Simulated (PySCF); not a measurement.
C₃H₁₀O₃Si₂, SMILES C(OC)(C[SiH2]O[SiH3])=O, singlet at its GFN2-xTB optimised geometry (Å):

```
18

C      2.4941    -0.8019    -1.3758
O      1.0809    -0.8426    -1.2559
C      0.5906    -0.8252     0.0000
O      1.2956    -0.7662     0.9755
C     -0.8928    -0.8252     0.0000
Si    -1.4780     1.0003     0.0000
O     -0.8271     1.7636    -1.2607
Si     0.1471     2.0316    -2.5386
H      2.7084    -0.5906    -2.4204
H      2.9235    -1.7636    -1.0850
H      2.9083    -0.0241    -0.7313
H     -1.2548    -1.3271     0.8927
H     -1.2617    -1.3346    -0.8869
H     -1.0223     1.6909     1.2005
H     -2.9235     1.0212    -0.2092
H      0.0610     0.8836    -3.4361
H     -0.4083     3.2459    -3.1309
H      1.5005     2.2370    -2.0269
```

Calculation: B3LYP/def2-SVP (PySCF). Cells within 0.4 Å of a nucleus heavier than hydrogen are left out (blank, or x).

Map of the deformation density (molecule minus spherical neutral atoms) (e/bohr³) on the plane z = 1.2 Å:

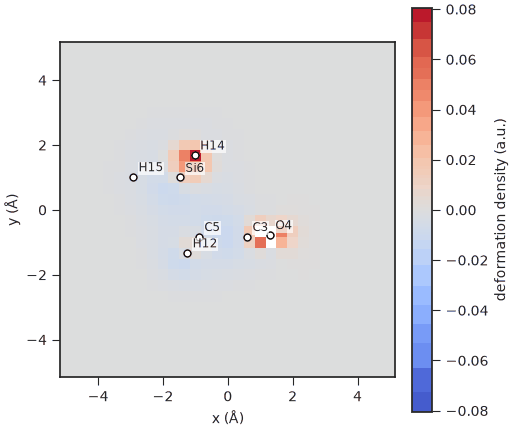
Figure: Deformation density (molecule minus spherical neutral atoms) (e/bohr³) on the plane z = 1.2 Å.
